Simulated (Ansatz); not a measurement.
# Ga (alpha): from the first guess to the electronic structure

What volume does Ga (alpha) take, and is it a metal or an insulator at this level? The pressure is brought towards zero step by step, and the electronic structure follows. Whether the element takes this structure at low temperature is a separate question.

Computed with Ansatz 0.2.0 (DFT PBEsol, scalar-relativistic, plane waves, PAW, unless a step's input says otherwise).

### 1 Starting point

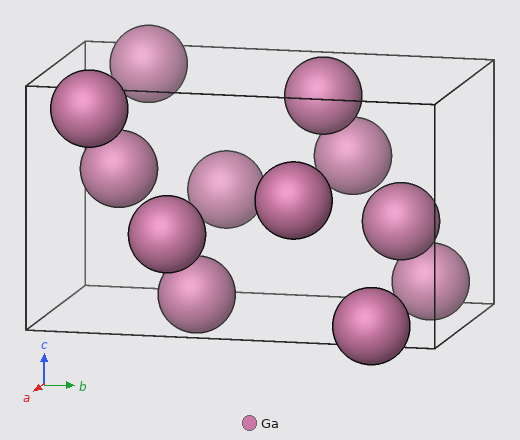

The starting structure, seen slightly off an axis (gallium pink). The cell drawn here is the conventional one.

As a file:

```cif
data_structure
_symmetry_space_group_name_H-M 'P 1'
_symmetry_Int_Tables_number 1
_cell_length_a 4.4483
_cell_length_b 4.4483
_cell_length_c 4.5240
_cell_angle_alpha 90.000
_cell_angle_beta 90.000
_cell_angle_gamma 118.885
_cell_volume 78.38
loop_
_atom_site_label
_atom_site_type_symbol
_atom_site_fract_x
_atom_site_fract_y
_atom_site_fract_z
_atom_site_occupancy
Ga1 Ga 0.34510 0.65490 0.58100 1
Ga2 Ga 0.65490 0.34510 0.41900 1
Ga3 Ga 0.84510 0.15490 0.91900 1
Ga4 Ga 0.15490 0.84510 0.08100 1
```

### 2 Full relaxation

Contents of input.yaml:

```yaml
crystal:
  lattice:
    - [2.2615, -3.8305, 0.0]
    - [2.2615, 3.8305, 0.0]
    - [0.0, 0.0, 4.524]
  atoms:
    - { symbol: Ga, position: [0.3451, 0.6549, 0.581] }
    - { symbol: Ga, position: [0.6549, 0.3451, 0.419] }
    - { symbol: Ga, position: [0.8451, 0.1549, 0.919] }
    - { symbol: Ga, position: [0.1549, 0.8451, 0.081] }
basis:
  ecutwfc: 420
  ecutrho_ratio: 4
kpoints:
  mp_grid: { grid: [12, 12, 10] }
hamiltonian:
  xc: pbesol
scf:
  occupations: { method: gaussian, width: 0.05 }
output:
  forces: true
  stress: true
  eigenvalues: true
relax:
  f_tol: 0.01
  max_steps: 60
  cell: { stress_tol: 0.15 }
```

What it wrote (excerpt; [...] marks lines left out):

```text
Warning: RAYON_NUM_THREADS=4 ignored (pool sized by the plan → 4); use --threads N
[...]
Pseudopotentials: kind: paw
Pseudopotential: Ga, paw, valence charge 13, recommended cutoff 420 eV (normal), Ga.paw.azcp
Functional definition: PBEsol
[...]
Crystal: 4 atoms, lattice volume = 78.380 Å³
Basis set: ecut = 420 eV, 1517 PW (Γ), exchange–correlation on 60×60×64 points (8 copies of the dense FFT grid, shifted against one another)
Bands: 32, of which v1, the nominal top of the filled ones, is band 26 counted from 1 (25 counted from 0)
Symmetry: 8 space group operations
Space group: Cmce (ITA 64), of the structure as read, at distance tolerance 4.3e-5 Å
k-points: 258 of 1440
[...]
SCF iter   1: F=—  HF=-14972.802532 eV  |F-HF|=—  |Δ(HF+E_count)|=         —  Δρ=1.92e-3  dr2=2.61e-3  ethr=1.77e-3  ⟨swp⟩=5.9  Hψ=32161  notcnv=0  defer=11
[...]
relax step   1: F+E_penalty+E_count = -14972.79829221 eV  Δ(F+E_penalty+E_count) = +0.000e0 eV  max|allowed force component| = 1.542e-1 eV/Å  Δτ_max = 0.0000 Å  P = -1.571 GPa  Ω = 78.380 Å³  (8 SCF iters, dr2 threshold 1.00e-7 eV, accepted)
[...]
relax step   3: F+E_penalty+E_count = -14972.81326152 eV  Δ(F+E_penalty+E_count) = -3.458e-4 eV  max|allowed force component| = 8.882e-3 eV/Å  Δτ_max = 0.0031 Å  P = +0.014 GPa  Ω = 76.228 Å³  energy of the carried Pulay correction = +5.184e-4 eV  (5 SCF iters, dr2 threshold 7.37e-8 eV, accepted)
[...]
SCF converged after 5 iterations
Free energy (F): -14972.812727 eV
[...]
E sigma→0 (E₀):  -14972.812258 eV
Entropy (-TS):   -0.000938 eV (-0.235 meV/atom)
Fermi energy:    9.203168 eV
[...]
--- Forces (eV/Å), atoms counted from 1 ---
  atom   1  Ga    -0.00000000    -0.00376833     0.00893063
  atom   2  Ga     0.00000000     0.00376833    -0.00893063
  atom   3  Ga     0.00000000    -0.00376833    -0.00893063
  atom   4  Ga    -0.00000000     0.00376833     0.00893063
[...]
--- Stress (GPa, compression-positive) ---
        0.012238      -0.000000       0.000000
       -0.000000      -0.036160       0.000000
        0.000000       0.000000       0.071664
  P = ⅓ Tr σ = 0.0159 GPa (0.159 kbar)
--- Band table (eV; the first three rows and the last of 258) ---
[...]
--- Relaxed structure (3 steps of the walk, 3 accepted, 1 SCFs on fresh bases) ---
  F+E_penalty+E_count = -14972.81272691 eV   max|allowed force component| = 8.931e-3 eV/Å   (the final SCF, on the basis selected at the relaxed cell)
  cell:  # Å, volume = 76.2276 Å³
    - [2.233411668630975, -3.8008289270981206, 3.301625858402126e-34]
    - [2.233411668630975, 3.8008289270981206, -2.7727311824548628e-33]
    - [-2.4431086294682024e-33, -1.8323314721011514e-33, 4.489883716156058]
  atoms:
    - { symbol: Ga, position: [0.34396376407922, 0.65603623592078, 0.5821124596420085] }
    - { symbol: Ga, position: [0.65603623592078, 0.34396376407922, 0.4178875403579914] }
    - { symbol: Ga, position: [0.8439637640792199, 0.1560362359207801, 0.9178875403579915] }
    - { symbol: Ga, position: [0.1560362359207801, 0.8439637640792199, 0.08211245964200854] }
```

Run time: 19 s. Hardware: 4 threads of an x86-64 CPU, shared host; peak memory 0.81 GiB.

The steps of the relaxation:

```tsv
step	energy from step 1 (meV/atom)	largest force component (eV/Å)	pressure (GPa)	volume (Å³/atom)
1	0.0	0.154	-1.57	19.595
2	-3.7	0.019	-0.10	19.100
3	-3.7	0.009	0.01	19.057
4	-3.6	0.009	0.02	19.057
```

Step 1 is the start. Step 4 repeats the geometry before it on a plane-wave basis chosen anew for the final cell, which shifts the energy by +0.1 meV/atom.

In short: volume 19.057 Å³/atom, pressure 0.02 GPa, no gap.

### 3 The cell, before and after

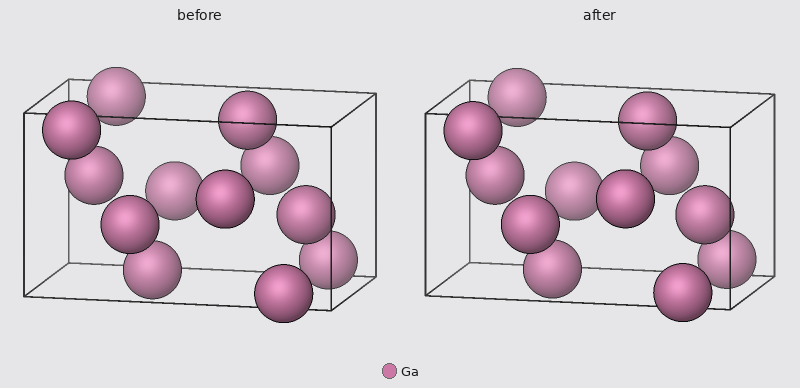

Before and after, drawn at the same scale. Drawn in the start's conventional cell.

The cell before and after:

| cell as typed | before | after | change |
| --- | --- | --- | --- |
| a (Å) | 4.448 | 4.408 | -0.9 % |
| b (Å) | 4.448 | 4.408 | -0.9 % |
| c (Å) | 4.524 | 4.490 | -0.8 % |
| γ (°) | 118.89 | 119.12 | +0.24° |
| volume (Å³/atom) | 19.595 | 19.057 | -2.7 % |
| shortest distance (Å) | 2.484 | 2.484 | 0 % |
| space group | Cmce | Cmce | same |

### 4 Bands and density of states at the final cell

Contents of input.yaml:

```yaml
crystal:
  lattice:
    - [2.2334116686, -3.8008289271, 0.0]
    - [2.2334116686, 3.8008289271, 0.0]
    - [0.0, 0.0, 4.4898837162]
  atoms:
    - { symbol: Ga, position: [0.3439637641, 0.6560362359, 0.5821124596] }
    - { symbol: Ga, position: [0.6560362359, 0.3439637641, 0.4178875404] }
    - { symbol: Ga, position: [0.8439637641, 0.1560362359, 0.9178875404] }
    - { symbol: Ga, position: [0.1560362359, 0.8439637641, 0.0821124596] }
basis:
  ecutwfc: 420
  ecutrho_ratio: 4
kpoints:
  mp_grid: { grid: [12, 12, 10] }
  band_path:
    path:
      - [[0.0, 0.0, 0.0], [-0.5, 0.5, 0.0], [-0.33632189, 0.66367811, 0.0]]
      - [[0.33632189, 0.33632189, 0.0], [0.0, 0.0, 0.0], [0.0, 0.0, 0.5], [0.33632189, 0.33632189, 0.5]]
      - [[-0.33632189, 0.66367811, 0.5], [-0.5, 0.5, 0.5], [-0.5, 0.5, 0.0]]
      - [[0.0, 0.0, 0.0], [0.0, 0.5, 0.0], [0.0, 0.5, 0.5], [0.0, 0.0, 0.5], [-0.5, 0.5, 0.5]]
    npoints: 14
hamiltonian:
  xc: pbesol
scf:
  occupations: { method: gaussian, width: 0.05 }
output:
  forces: true
  stress: true
  eigenvalues: true
  populations: true
  dos: { projected: true, de: 0.02, nscf_kmesh: { grid: [18, 18, 15] } }
  bader: true
```

What it wrote:

```text
Warning: RAYON_NUM_THREADS=4 ignored (pool sized by the plan → 4); use --threads N
Engine: ansatz 0.2.0, x86_64-unknown-linux-gnu
[... 3 set-up lines as earlier in the session ...]
  exchange = pbesol_x
  correlation = pbesol_c
Crystal: 4 atoms, lattice volume = 76.228 Å³
Basis set: ecut = 420 eV, 1509 PW (Γ), exchange–correlation on 60×60×64 points (8 copies of the dense FFT grid, shifted against one another)
Bands: 32, of which v1, the nominal top of the filled ones, is band 26 counted from 1 (25 counted from 0)
[... 1 set-up line as earlier in the session ...]
Space group: Cmce (ITA 64), of the structure as read, at distance tolerance 4.2e-5 Å
k-points: 258 of 1440
Non-local potential: Ga, projectors of the file, l = 0: 2, l = 1: 2, l = 2: 3, l = 3: 1
PAW form: soft (Blöchl's): semilocal exchange-correlation on the pseudo side does not see the compensation charge
PAW frozen core: Ga, regenerated for the run's functional, and the local potential with it (the file was generated under x = pbe(κ = 0.804, μ = 0.2195149727645171), c = pbe(β = 0.06672455060314922))
PAW one-centre angular grid: Ga, 590 points (default); XC on 64 Gauss nodes
Initial density: superposition of atomic densities (neutral atoms: chi_scale 0, normalization atom), corrected by the library's trained network
Initial wavefunctions: pseudopotential atomic-orbital guess
Functional: x = pbesol(κ = 0.804, μ = 0.12345679012345678), c = pbesol(β = 0.046)
SCF iter   1: F=—  HF=-14972.817047 eV  |F-HF|=—  |Δ(HF+E_count)|=         —  Δρ=2.04e-3  dr2=2.72e-3  ethr=1.77e-3  ⟨swp⟩=5.9  Hψ=32050  notcnv=0  defer=14
preconditioner: auto → Kerker (q_TF=auto, 2.560 Å⁻¹)  [metal: Δε(μ)=0.010 eV  Ē_g=16.165 eV  σ=0.050 eV  W_gap=0.12  n_scr=20 (ndim 8)  ℏωp=30.7 eV  f_vac=0.005  D(μ)=0.75/eV (n_scr^D=0)]
SCF iter   2: F=—  HF=-14972.812927 eV  |F-HF|=—  |Δ(HF+E_count)|=   4.12e-3  Δρ=1.24e-3  dr2=1.15e-3  ethr=5.24e-6  ⟨swp⟩=2.0  Hψ=15783  notcnv=0  defer=20
SCF iter   3: F=—  HF=-14972.812769 eV  |F-HF|=—  |Δ(HF+E_count)|=   1.58e-4  Δρ=3.83e-4  dr2=2.11e-4  ethr=2.21e-6  ⟨swp⟩=2.4  Hψ=14641  notcnv=0  defer=21
SCF iter   4: F=—  HF=-14972.812758 eV  |F-HF|=—  |Δ(HF+E_count)|=   1.09e-5  Δρ=2.36e-4  dr2=5.90e-5  ethr=4.06e-7  ⟨swp⟩=2.0  Hψ=14131  notcnv=0  defer=21
SCF iter   5: F=—  HF=-14972.812739 eV  |F-HF|=—  |Δ(HF+E_count)|=   1.89e-5  Δρ=2.51e-4  dr2=2.18e-5  ethr=1.13e-7  ⟨swp⟩=2.0  Hψ=14598  notcnv=0  defer=21
SCF iter   6: F=—  HF=-14972.812728 eV  |F-HF|=—  |Δ(HF+E_count)|=   1.14e-5  Δρ=4.77e-5  dr2=1.08e-6  ethr=4.19e-8  ⟨swp⟩=2.0  Hψ=13039  notcnv=0  defer=21
SCF iter   7: F=—  HF=-14972.812727 eV  |F-HF|=—  |Δ(HF+E_count)|=   6.44e-7  Δρ=1.68e-5  dr2=1.15e-7  ethr=2.07e-9  ⟨swp⟩=2.0  Hψ=14595  notcnv=0  defer=21
SCF iter   8: F=-14972.812727 eV  HF=-14972.812727 eV  |F-HF|=5.49e-8  |Δ(HF+E_count)|=   4.01e-8  Δρ=8.78e-6  dr2=3.02e-8  ethr=1.92e-10  ⟨swp⟩=7.1  Hψ=32437  notcnv=0
SCF 1 converged in 8 iterations: F = -14972.812727 eV  dr2 = 3.02e-8
NSCF: frozen V_eff on 158 k-points
NSCF: frozen V_eff on 728 k-points
SCF converged after 8 iterations
Free energy (F): -14972.812727 eV
Harris-Foulkes:  -14972.812727 eV  (|F-HF|=5.49e-8)
Internal energy: -14972.811789 eV  (E = F + TS)
E sigma→0 (E₀):  -14972.812258 eV
Entropy (-TS):   -0.000938 eV (-0.235 meV/atom)
Fermi energy:    9.203195 eV
--- Per-component energies (eV) ---
  E_band       = -169.964431
  E_kinetic    = 462.944181
  E_local      = -7526.630498  (includes V_loc(G=0)·N_el)
  E_nonlocal   = 1695.364588
  E_hartree    = 3530.548152
  E_xc         = -276.089730
  E_vxc        = -234.617424  (∫ρ·V_xc dr)
  E_paw        = -7788.044724  (= ΣΔE_a)
  E_vpaw       = -1628.141105  (= ΣTr[D̂ρ^β])
  E_aug_tail   = -0.000434  (compensation charges beyond the density's cutoff)
  E_ewald      = -5074.355235
  E_core_change = 3.451911  (= ΣΔE_core)
  E_smearing   = -0.000938  (= −TS)
  E_closure    = 0.000000  (closes the sum)
  Σ components = -14972.812727   (vs F -14972.812727, Δ=0.00e0)
--- Forces (eV/Å), atoms counted from 1 ---
  atom   1  Ga    -0.00000000    -0.00376906     0.00893094
  atom   2  Ga     0.00000000     0.00376906    -0.00893094
  atom   3  Ga     0.00000000    -0.00376906    -0.00893094
  atom   4  Ga     0.00000000     0.00376906     0.00893094
  max |Σ_I F_I| component: 5.55e-17 eV/Å
--- Stress (GPa, compression-positive) ---
        0.012114      -0.000000       0.000000
       -0.000000      -0.036273       0.000000
        0.000000       0.000000       0.071523
  P = ⅓ Tr σ = 0.0158 GPa (0.158 kbar)
--- Band table (eV; the first three rows and the last of 258) ---
  k-point 0: bands = ["-5.9002", "-5.8897", "-5.8510", "-5.8335", "-5.8164", "-5.7922", "-5.7303", "-5.6714", "-5.6425", "-5.6289", "-5.6201", "-5.6116", "-5.5950", "-5.5555", "-5.5328", "-5.4753", "-5.4245", "-5.4131", "-5.3820", "-5.3036", "-2.0018", "5.0118", "5.4426", "7.4689", "7.5808", "8.4620", "10.1642", "10.1876", "10.3341", "14.4456", "14.6816", "15.9684"]
  k-point 1: bands = ["-5.8954", "-5.8947", "-5.8457", "-5.8390", "-5.8162", "-5.7877", "-5.7322", "-5.6929", "-5.6355", "-5.6281", "-5.6216", "-5.6101", "-5.5841", "-5.5492", "-5.5429", "-5.4663", "-5.4243", "-5.4127", "-5.3830", "-5.3068", "-1.9262", "3.9392", "6.5278", "7.5464", "7.6483", "8.5159", "9.9990", "10.3542", "10.5140", "13.7620", "14.1733", "15.3416"]
  k-point 2: bands = ["-5.9006", "-5.8788", "-5.8497", "-5.8455", "-5.8152", "-5.7831", "-5.7224", "-5.7204", "-5.6623", "-5.6570", "-5.5943", "-5.5808", "-5.5714", "-5.5513", "-5.5448", "-5.4491", "-5.4231", "-5.4124", "-5.3862", "-5.3167", "-1.6992", "2.7527", "7.7064", "7.7761", "7.8505", "8.6695", "9.9531", "10.3724", "10.9365", "12.9399", "13.3480", "14.1987"]
  k-point 257: bands = ["-5.9175", "-5.9175", "-5.8355", "-5.8355", "-5.8199", "-5.8199", "-5.7647", "-5.7647", "-5.6465", "-5.6465", "-5.5615", "-5.5615", "-5.5121", "-5.5121", "-5.4973", "-5.4973", "-5.4088", "-5.4088", "-5.3627", "-5.3627", "1.5594", "1.5594", "3.8126", "3.8126", "7.9415", "7.9415", "8.3264", "8.3264", "16.0457", "16.0457", "17.3045", "17.3045"]
--- Löwdin populations: 4 sites ---
  site symbol       q [e]
     0     Ga     12.9816
     1     Ga     12.9816
     2     Ga     12.9816
     3     Ga     12.9816
  spilling = 0.001419 (of n_electrons = 52.000000)
--- Bader charges: 4 sites ---
  site symbol  charge [e]  shift [e]
     0     Ga      0.0000     0.0000
     1     Ga      0.0000     0.0000
     2     Ga      0.0000     0.0000
     3     Ga      0.0000     0.0000
  estimated error of the sums over rays = 2.4e-4 e
```

It took 23 s on 4 threads of an x86-64 CPU, shared host; peak memory 1.2 GiB.

This gives: volume 19.057 Å³/atom, pressure 0.02 GPa, metallic.

Levels next to the Fermi level at the named points, in eV from the Fermi level:

```tsv
point	filled	empty
Γ	-1.73 -1.62 -0.74	0.96 0.98 1.13
Y	-3.32 -1.71 -1.56	1.12 1.23 3.50
C0	-1.06 -0.12 -0.03	1.03 2.07 2.93
Σ0	-1.06 -0.12 -0.03	1.03 2.07 2.93
Z	-9.32 -9.32	0.00 0.00 0.03
A0	-6.07 -3.69 -3.69	
E0	-6.07 -3.69 -3.69	
T	-1.26 -0.88 -0.88	
S	-3.42 -1.36 -1.36	0.76 0.76
R	-6.32 -1.55 -1.55	0.56 0.56
```

Empty levels over 3.8 eV, where the set of bands solved is no longer complete, are left out.

Where fewer filled levels are listed, no further ones lie within 9 eV under the Fermi level in the band file.

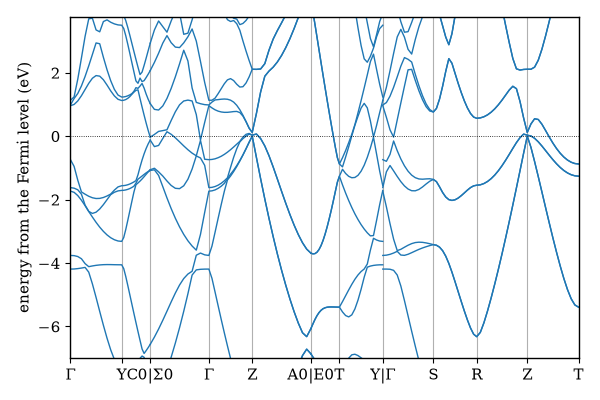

Bands along the path. Levels are joined in order of energy over 14 intervals a leg, so crossings can look like kinks. Deeper bands lie below the window.

Counts of states by energy window, in eV from the Fermi level:

```tsv
from	to	total	Ga 4p	Ga 4s
-7	-6	0.98	0.46	0.50
-6	-5	1.19	0.61	0.57
-5	-4	1.10	0.56	0.52
-4	-3	1.15	0.74	0.40
-3	-2	1.38	1.05	0.31
-2	-1	1.87	1.58	0.26
-1	0	1.32	1.11	0.18
0	1	1.03	0.72	0.28
1	2	1.89	1.22	0.59
2	3	1.68	1.17	0.41
```

Below -7 eV the file holds 2.5 more states, down to its end at -10 eV.

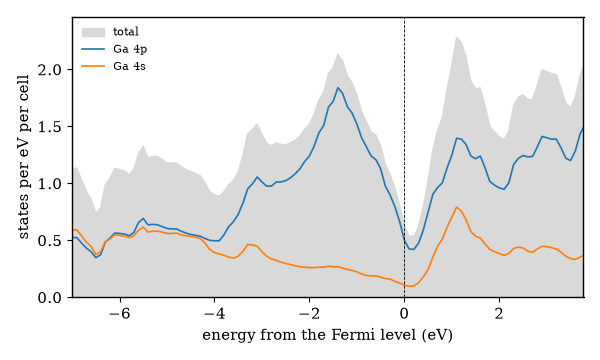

Total and projected density of states, in bins of 0.1 eV; the range shown is -7 to 3.773 eV.

### 5 Outcome

| quantity | value |
| --- | --- |
| space group | Cmce (No. 64) |
| conventional cell | a = 4.467 Å, b = 7.602 Å, c = 4.490 Å, α = 90.00°, β = 90.00°, γ = 90.00° |
| volume | 19.057 Å³/atom |
| pressure | 0.02 GPa |
| gap | none (metal) |
| states at the Fermi level | about 0.86 (mean within 0.5 eV; 0.62 at the level itself) per eV per cell |

From the first run shown, the volume went from 19.59 to 19.06 Å³/atom (-2.7 %) in one relaxation, where the pressure is zero within 0.02 GPa. It comes out metallic; the largest share of the states at the Fermi level is Ga 4p (83 % of the projected weight).
